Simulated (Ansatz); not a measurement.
# BaWO4 (I4_1/a): the r2SCAN gap against the k mesh of the density

Wanted: the cheapest k mesh of the density that holds the r2SCAN gap of BaWO4 (I4_1/a).

Method: DFT, r2SCAN, plane waves, PAW, in Ansatz 0.2.0.

### 1. Set-up

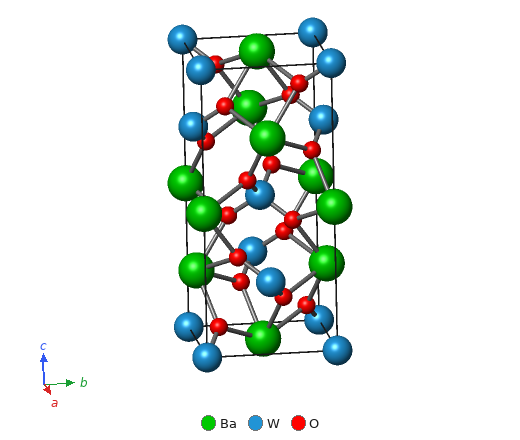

The starting structure, seen slightly off an axis (barium green, tungsten blue, oxygen red). This picture shows the conventional cell, with its axes. Bonds to atoms that aren't drawn are left out. Some periodic images of atoms are drawn too.

The cell and positions are those that the Materials Project relaxed with its own functionals (PBE, PBE+U or r2SCAN), kept fixed. At the settings of the band run the largest force is still 0.45 eV/Å. Spin-orbit coupling is left out unless a step names it. The default PAW set here is soft_2. Its files were made with PBE.

### 2. k mesh of the density: 2×2×2

File input.yaml:

```yaml
crystal:
  lattice:
    - [-2.833365905, 2.833365905, 6.36926687]
    - [2.833365905, -2.833365905, 6.36926687]
    - [2.833365905, 2.833365905, -6.36926687]
  atoms:
    - { symbol: Ba, position: [0.25, 0.75, 0.5] }
    - { symbol: Ba, position: [0.5, 0.5, 0.0] }
    - { symbol: W, position: [0.75, 0.25, 0.5] }
    - { symbol: W, position: [0.0, 0.0, 0.0] }
    - { symbol: O, position: [0.15214477, 0.04689186, 0.35623995] }
    - { symbol: O, position: [0.69065191, 0.79590482, 0.64376005] }
    - { symbol: O, position: [0.05934809, 0.45409518, 0.85623995] }
    - { symbol: O, position: [0.54590482, 0.40214477, 0.60525291] }
    - { symbol: O, position: [0.20409518, 0.84785523, 0.89474709] }
    - { symbol: O, position: [0.95310814, 0.30934809, 0.10525291] }
    - { symbol: O, position: [0.79689186, 0.94065191, 0.39474709] }
    - { symbol: O, position: [0.59785523, 0.20310814, 0.14376005] }
kpoints:
  mp_grid: { grid: [2, 2, 2] }
  band_path:
    path:
      - [0.0, 0.0, 0.0]
      - [0.0, 0.0, 0.5]
      - [0.25, 0.25, 0.25]
      - [0.0, 0.5, 0.0]
      - [0.5, 0.5, -0.5]
      - [0.29947279, 0.70052721, -0.29947279]
      - [-0.29947279, 0.29947279, 0.29947279]
      - [-0.09894559, 0.09894559, 0.5]
    npoints: 1
hamiltonian:
  xc: r2scan
scf:
  occupations: { method: fixed }
  n_extra_bands: 8
output:
  eigenvalues: true
  forces: true
  stress: true
  write_density: true
  write_potential: true
  elf: true
  volumetric_format: npy
```

Run with:

```bash
> ansatz run input.yaml --threads 3 --pin off --max-ram 92160MiB --backend cuda --events-out ev --progress --plain --runs-dir out --devices 1 --max-vram 13GiB
```

Numbers of over 12 decimals in the logs are rounded to 6 here.

What it wrote:

```text
scf.n_extra_bands = 8 over 48 filled bands (N_el = 96.0): the run solves 56 bands
GPUs: using 1 of 1 available (devices: 1).
Engine: ansatz 0.2.0, x86_64-unknown-linux-gnu
Pseudopotentials: kind: paw
Pseudopotential: Ba, paw, valence charge 10, recommended cutoff 500 eV (meta_gga), Ba.paw.azcp
Pseudopotential: W, paw, valence charge 14, recommended cutoff 500 eV (meta_gga), W.paw.azcp
Pseudopotential: O, paw, valence charge 6, recommended cutoff 500 eV (meta_gga), O.paw.azcp
Functional definition: r2SCAN
  parameter k0 = 0.174
  parameter k1 = 0.065
  parameter a1 = 4.9479
  exchange = r2scan_x(k0 = k0, k1 = k1, a1 = a1)
  correlation = r2scan_c
concurrent solve slots: 2 of 3 are kept, ahead of what memory takes: no pass of the eigensolver takes more rounds on 2
device memory: the entry about to start is reckoned to put 3.9 GiB on a device that reports 51.2 GiB free (of which the cap on the GPU budget leaves the run 13.0 GiB)
GPU FFT provider: cuFFT
GPU libraries: cuBLAS 13.8.2, cuFFT 12.4.0, cuSOLVER 12.3.4
Crystal: 12 atoms, lattice volume = 204.529 Å³
Basis set: ecut = 500 eV, 5199 PW (Γ), exchange–correlation on 240×240×240 points (64 copies of the dense FFT grid, shifted against one another)
Bands: 56, of which v1, the nominal top of the filled ones, is band 48 counted from 1 (47 counted from 0)
Symmetry: 8 space group operations
Space group: I41/a (ITA 88), of the structure as read, at distance tolerance 5.9e-5 Å
k-points: 4 of 8
Non-local potential: Ba, projectors of the file, l = 0: 3, l = 1: 2, l = 2: 2, l = 3: 2
Non-local potential: W, projectors of the file, l = 0: 3, l = 1: 2, l = 2: 2, l = 3: 1
Non-local potential: O, projectors of the file, l = 0: 2, l = 1: 2, l = 2: 1
PAW form: soft (Blöchl's): semilocal exchange-correlation on the pseudo side does not see the compensation charge
PAW frozen core: Ba, regenerated for the run's functional (the file was generated under x = pbe(κ = 0.804, μ = 0.219515), c = pbe(β = 0.066725))
PAW frozen core: W, regenerated for the run's functional (the file was generated under x = pbe(κ = 0.804, μ = 0.219515), c = pbe(β = 0.066725))
PAW frozen core: O, regenerated for the run's functional (the file was generated under x = pbe(κ = 0.804, μ = 0.219515), c = pbe(β = 0.066725))
PAW one-centre angular grid: Ba, 302 points (default); XC on 160 Gauss nodes
PAW one-centre angular grid: W, 590 points (default); XC on 160 Gauss nodes
PAW one-centre angular grid: O, 302 points (default); XC on 160 Gauss nodes
Initial density: superposition of atomic densities (neutral atoms: chi_scale 0, normalization atom), corrected by the library's trained network
Initial wavefunctions: pseudopotential atomic-orbital guess
GPU buffer pool allocated for 216000 grid points (all kernels)
GPU transforms: local potential and band sums: pruned to the plane-wave sphere, on 60×60×60
Functional: x = r2scan, c = r2scan; τ floored in thin density (d = 2e-4 eV/Å³)
SCF iter   1: F=—  HF=-37285.696962 eV  |F-HF|=—  |Δ(HF+E_count)|=         —  Δρ=8.30e-3  dr2=1.87e-1  dr2_τ=7.35e-1  ethr=1.77e-3  ⟨swp⟩=5.0  Hψ=846  notcnv=0  defer=22
preconditioner: auto → Resta (q_TF=auto, 2.405 Å⁻¹)  ε∞=4.2  [insulator: Δε(μ)=5.311 eV  Ē_g=12.590 eV  n_scr=36 (ndim 8)  ℏωp=22.6 eV  f_vac=0.061  ε∞_Penn≈4.2]
SCF iter   2: F=—  HF=-37285.866362 eV  |F-HF|=—  |Δ(HF+E_count)|=   1.69e-1  Δρ=4.85e-3  dr2=1.89e-2  dr2_τ=1.36e-2  ethr=1.95e-4  ⟨swp⟩=2.5  Hψ=425  notcnv=0  defer=23
SCF iter   3: F=—  HF=-37285.866089 eV  |F-HF|=—  |Δ(HF+E_count)|=   2.73e-4  Δρ=2.19e-3  dr2=6.81e-3  dr2_τ=6.12e-4  ethr=1.97e-5  ⟨swp⟩=2.2  Hψ=314  notcnv=0  defer=24
SCF iter   4: F=—  HF=-37285.865510 eV  |F-HF|=—  |Δ(HF+E_count)|=   5.79e-4  Δρ=3.47e-4  dr2=2.01e-4  dr2_τ=2.80e-5  ethr=7.09e-6  ⟨swp⟩=3.0  Hψ=383  notcnv=0  defer=24
SCF iter   5: F=—  HF=-37285.865370 eV  |F-HF|=—  |Δ(HF+E_count)|=   1.40e-4  Δρ=1.00e-4  dr2=2.93e-5  dr2_τ=1.45e-6  ethr=2.10e-7  ⟨swp⟩=2.0  Hψ=356  notcnv=0  defer=24
SCF iter   6: F=—  HF=-37285.865532 eV  |F-HF|=—  |Δ(HF+E_count)|=   1.62e-4  Δρ=1.89e-5  dr2=8.48e-7  dr2_τ=8.51e-8  ethr=3.05e-8  ⟨swp⟩=2.0  Hψ=322  notcnv=0  defer=16
SCF iter   7: F=-37285.865533 eV  HF=-37285.865533 eV  |F-HF|=2.68e-8  |Δ(HF+E_count)|=   4.63e-7  Δρ=4.47e-6  dr2=6.61e-8  dr2_τ=5.06e-9  ethr=1.04e-10  ⟨swp⟩=17.8  Hψ=2121  notcnv=0
SCF 1 converged in 7 iterations: F = -37285.865533 eV  dr2 = 6.61e-8
[...]
device memory: the entry about to start is reckoned to put 2.3 GiB on a device that reports 49.0 GiB free (of which the cap on the GPU budget leaves the run 13.0 GiB)
NSCF: frozen V_eff on 8 k-points
SCF converged after 7 iterations
Free energy (F): -37285.865533 eV
Harris-Foulkes:  -37285.865533 eV  (|F-HF|=2.68e-8)
Internal energy: -37285.865533 eV  (E = F + TS)
E sigma→0 (E₀):  -37285.865533 eV
Fermi energy:    5.400776 eV
--- Per-component energies (eV) ---
  E_band       = -822.162917
  E_kinetic    = 2635.375543
  E_local      = -6734.890244  (includes V_loc(G=0)·N_el)
  E_nonlocal   = 489.958264
  E_hartree    = 2487.562567
  E_xc         = -1396.348328
  E_vxc        = -1657.816709  (∫ρ·V_xc dr)
  E_paw        = -28965.984602  (= ΣΔE_a)
  E_vpaw       = -627.584838  (= ΣTr[D̂ρ^β])
  E_aug_tail   = 0.008006  (compensation charges beyond the density's cutoff)
  E_vtau       = 97.648613  (kinetic-family band-sum trace: ∫τ·v_τ [+ j·A + Jᵃ·Aᵃ] dr)
  E_ewald      = -5800.256147
  E_core_change = -1.290593  (= ΣΔE_core)
  E_smearing   = -0.000000  (= −TS)
  E_closure    = 0.000000  (closes the sum)
  Σ components = -37285.865533   (vs F -37285.865533, Δ=0.00e0)
--- Forces (eV/Å), atoms counted from 1 ---
  atom   1  Ba     0.00000000     0.00000000     0.00000000
  atom   2  Ba    -0.00000000     0.00000000     0.00000000
  atom   3  W      0.00000000     0.00000000     0.00000000
  atom   4  W     -0.00000000     0.00000000     0.00000000
  atom   5  O     -0.18348497    -0.33035128     0.24720264
  atom   6  O      0.18348497     0.33035128     0.24720264
  atom   7  O     -0.18348497    -0.33035128    -0.24720264
  atom   8  O     -0.33035128     0.18348497     0.24720264
  atom   9  O      0.33035128    -0.18348497    -0.24720264
  atom  10  O     -0.33035128     0.18348497    -0.24720264
  atom  11  O      0.33035128    -0.18348497     0.24720264
  atom  12  O      0.18348497     0.33035128    -0.24720264
  max |Σ_I F_I| component: 8.33e-17 eV/Å
--- Stress (GPa, compression-positive) ---
       -2.290197      -0.000002       0.000000
        0.000002      -2.290197       0.000000
        0.000000       0.000000      -2.151468
  P = ⅓ Tr σ = -2.2440 GPa (-22.440 kbar)
--- Band table (eV) ---
  k-point 0: bands = [... 44 lower, 4.9324, 5.1585, 5.4008, 5.4008, 10.5816, 10.7838, 10.9734, 11.1209, ... 4 higher]
  k-point 1: bands = [... 44 lower, 5.0658, 5.0658, 5.1513, 5.1513, 10.6899, 10.6899, 11.1166, 11.1166, ... 4 higher]
  k-point 2: bands = [... 44 lower, 4.9874, 5.0310, 5.2138, 5.2886, 10.8255, 10.8848, 10.9708, 11.0752, ... 4 higher]
  k-point 3: bands = [... 44 lower, 5.1399, 5.1399, 5.2997, 5.2997, 10.5588, 10.5588, 10.8363, 10.8363, ... 4 higher]
```

Elapsed: 11 s, on 1 × NVIDIA H100 80GB HBM3 (shared by 6 runs) with 3 threads of AMD EPYC 7R13 (Zen 3), shared host; peak memory 1.6 GiB.

This step gave:

* pressure: -2.244 GPa
* gap: 5.158 eV
* valence top at: Γ
* conduction bottom at: M
* least direct gap: 5.181 eV

The gap is indirect, with the least direct gap 0.02 eV higher.

### 3. k mesh of the density: 4×4×4

input.yaml: that of step 2 with these lines changed.

```diff
@@ -19,3 +19,3 @@
 kpoints:
-  mp_grid: { grid: [2, 2, 2] }
+  mp_grid: { grid: [4, 4, 4] }
   band_path:
@@ -40,5 +40 @@
   stress: true
-  write_density: true
-  write_potential: true
-  elf: true
-  volumetric_format: npy
```

What it wrote:

```text
[...]
GPUs: using 1 of 1 available (devices: 1).
[...]
GPU FFT provider: cuFFT
GPU libraries: cuBLAS 13.8.2, cuFFT 12.4.0, cuSOLVER 12.3.4
Crystal: 12 atoms, lattice volume = 204.529 Å³
Basis set: ecut = 500 eV, 5199 PW (Γ), exchange–correlation on 240×240×240 points (64 copies of the dense FFT grid, shifted against one another)
[...]
k-point 0: bands = [... 44 lower, 4.9325, 5.1585, 5.4008, 5.4008, 10.5816, 10.7838, 10.9734, 11.1209, ... 4 higher]
  k-point 1: bands = [... 44 lower, 5.0458, 5.0494, 5.1013, 5.3092, 10.7159, 10.8755, 10.9096, 11.2001, ... 4 higher]
  k-point 2: bands = [... 44 lower, 5.0658, 5.0658, 5.1513, 5.1513, 10.6899, 10.6899, 11.1166, 11.1166, ... 4 higher]
  k-point 13: bands = [... 44 lower, 5.1399, 5.1399, 5.2997, 5.2997, 10.5588, 10.5588, 10.8363, 10.8363, ... 4 higher]
[key lines of the parts left out:]
SCF converged after 7 iterations
Free energy (F): -37285.866444 eV
Fermi energy:    5.400791 eV
P = ⅓ Tr σ = -2.2434 GPa (-22.434 kbar)
```

It took 14 s on 1 × NVIDIA H100 80GB HBM3 (shared by 6 runs) with 3 threads; peak memory 1.6 GiB; 7.6 s of CPU time.

This step gave:

```yaml
pressure: -2.243 GPa
gap: 5.158 eV
valence_top_at: Γ
conduction_bottom_at: M
least_direct_gap: 5.181 eV
```

The gap is 5.158 eV, as in the run before at this level.

### 4. k mesh of the density: 6×6×6 (the default)

input.yaml, the sections that differ from step 3:

```yaml
kpoints:
  mp_grid: { grid: [6, 6, 6] }
  band_path:
    path:
      - [[0.0, 0.0, 0.0], [0.0, 0.0, 0.5], [0.25, 0.25, 0.25], [0.0, 0.5, 0.0], [0.0, 0.0, 0.0], [0.5, 0.5, -0.5], [0.29947279, 0.70052721, -0.29947279]]
      - [[-0.29947279, 0.29947279, 0.29947279], [0.0, 0.0, 0.0]]
      - [[0.0, 0.0, 0.5], [-0.09894559, 0.09894559, 0.5]]
      - [[0.5, 0.5, -0.09894559], [0.5, 0.5, -0.5]]
    npoints: 10
scf:
  occupations: { method: fermi_dirac, width: 0.02 }
  n_extra_bands: 8
output:
  eigenvalues: true
  forces: true
  stress: true
  write_density: true
  write_potential: true
  elf: true
  volumetric_format: npy
# crystal, hamiltonian: as in step 3
```

What it wrote:

```text
[...]
GPUs: using 1 of 1 available (devices: 1).
[...]
GPU FFT provider: cuFFT
GPU libraries: cuBLAS 13.8.2, cuFFT 12.4.0, cuSOLVER 12.3.4
Crystal: 12 atoms, lattice volume = 204.529 Å³
Basis set: ecut = 500 eV, 5199 PW (Γ), exchange–correlation on 240×240×240 points (64 copies of the dense FFT grid, shifted against one another)
[...]
k-point 0: bands = [... 44 lower, 4.9325, 5.1585, 5.4008, 5.4008, 10.5816, 10.7838, 10.9734, 11.1209, ... 4 higher]
  k-point 1: bands = [... 44 lower, 4.9733, 5.1217, 5.2352, 5.3604, 10.6735, 10.8387, 10.9443, 11.1772, ... 4 higher]
  k-point 2: bands = [... 44 lower, 5.0253, 5.0527, 5.1485, 5.2438, 10.7185, 10.7917, 10.9896, 11.1901, ... 4 higher]
  k-point 35: bands = [... 44 lower, 5.1399, 5.1399, 5.2997, 5.2997, 10.5588, 10.5588, 10.8363, 10.8363, ... 4 higher]
[key lines of the parts left out:]
SCF converged after 7 iterations
Free energy (F): -37285.866463 eV
Fermi energy:    7.986406 eV
P = ⅓ Tr σ = -2.2435 GPa (-22.435 kbar)
```

Elapsed: 21 s, on 1 × NVIDIA H100 80GB HBM3 (shared by 6 runs) with 3 threads; peak memory 1.8 GiB.

Numbers from this step:

- pressure: -2.243 GPa
- gap: 5.158 eV
- valence top at: Γ
- conduction bottom at: M
- least direct gap: 5.181 eV

The gap is 5.158 eV, as in the run before at this level.

### 5. k mesh of the density: 8×8×8

input.yaml, the sections that differ from step 4:

```yaml
kpoints:
  mp_grid: { grid: [8, 8, 8] }
  band_path:
    path:
      - [0.0, 0.0, 0.0]
      - [0.0, 0.0, 0.5]
      - [0.25, 0.25, 0.25]
      - [0.0, 0.5, 0.0]
      - [0.5, 0.5, -0.5]
      - [0.29947279, 0.70052721, -0.29947279]
      - [-0.29947279, 0.29947279, 0.29947279]
      - [-0.09894559, 0.09894559, 0.5]
    npoints: 1
scf:
  occupations: { method: fixed }
  n_extra_bands: 8
output:
  eigenvalues: true
  forces: true
  stress: true
# crystal, hamiltonian: as in step 4
```

What it wrote:

```text
[...]
GPUs: using 1 of 1 available (devices: 1).
[...]
GPU FFT provider: cuFFT
GPU libraries: cuBLAS 13.8.2, cuFFT 12.4.0, cuSOLVER 12.3.4
Crystal: 12 atoms, lattice volume = 204.529 Å³
Basis set: ecut = 500 eV, 5199 PW (Γ), exchange–correlation on 240×240×240 points (64 copies of the dense FFT grid, shifted against one another)
[...]
k-point 0: bands = [... 44 lower, 4.9325, 5.1585, 5.4008, 5.4008, 10.5816, 10.7838, 10.9734, 11.1209, ... 4 higher]
  k-point 1: bands = [... 44 lower, 4.9574, 5.1380, 5.3034, 5.3786, 10.6423, 10.8131, 10.9645, 11.1579, ... 4 higher]
  k-point 2: bands = [... 44 lower, 5.0458, 5.0494, 5.1013, 5.3092, 10.7159, 10.8755, 10.9096, 11.2001, ... 4 higher]
  k-point 77: bands = [... 44 lower, 5.1399, 5.1399, 5.2997, 5.2997, 10.5588, 10.5588, 10.8363, 10.8363, ... 4 higher]
[key lines of the parts left out:]
SCF converged after 7 iterations
Free energy (F): -37285.866467 eV
Fermi energy:    5.400787 eV
P = ⅓ Tr σ = -2.2435 GPa (-22.435 kbar)
```

Wall time 27 s (1 × NVIDIA H100 80GB HBM3 (shared by 6 runs) with 3 threads); peak memory 1.6 GiB.

Numbers from this step:

```
pressure             : -2.244 GPa
gap                  : 5.158 eV
valence top at       : Γ
conduction bottom at : M
least direct gap     : 5.181 eV
```

The gap is 5.158 eV, as in the run before at this level.

### 6. The series

Differences are against the last row; a negative gap means that bands overlap, and a run with a band path holds that path's time. Times are wall times on 1 × NVIDIA H100 80GB HBM3 (shared by 6 runs) with 3 threads of AMD EPYC 7R13 (Zen 3), shared host, good to a factor of about two.

| k mesh of the density | gap (eV) | direct gap (eV) | gap error (eV) | energy error (meV/atom) | irreducible k | time |
| --- | --- | --- | --- | --- | --- | --- |
| 2×2×2 | 5.158 | 5.181 | +0.0001 | +0.1 | 4 | 11 s |
| 4×4×4 | 5.158 | 5.181 | +0.000 | +0.0 | 14 | 14 s |
| 6×6×6 | 5.158 | 5.181 | +0.000 | +0.0 | 36 | 21 s |
| 8×8×8 | 5.158 | 5.181 | +0.000 | +0.0 | 78 | 27 s |

### 7. What came out

```json
{"2×2×2": "5.158 eV", "4×4×4": "5.158 eV", "6×6×6": "5.158 eV", "8×8×8": "5.158 eV"}
```

**Reading.** The gap holds to 0.02 eV from 2×2×2 on, the cheapest setting tried. At 2×2×2 the gap is off by +0.0001 eV and the energy by +0 meV/atom. The gap is read over the mesh and added points near the edges, so meshes differ mainly through the density and, for a hybrid, the exchange operator.

[Paths, hosts, dates, memory and timing lines, banners, echoed tables and standing remarks are left out of the program output.]

[Logs are printed without paths, hosts, clocks, repeated set-up lines and the standing remarks that a program may print on its own settings, such as how far it seeks lower states.]

[Runs of the session that timed out or met a known fault of the program may be left out.]

[Cells called generated may have been cut or substituted from an entry of the Crystallography Open Database or the Materials Project.]

[Hosts, paths, dates, database ids (printed as entryN), source tags and the programs' standing remarks are cut or masked in the printed files.]
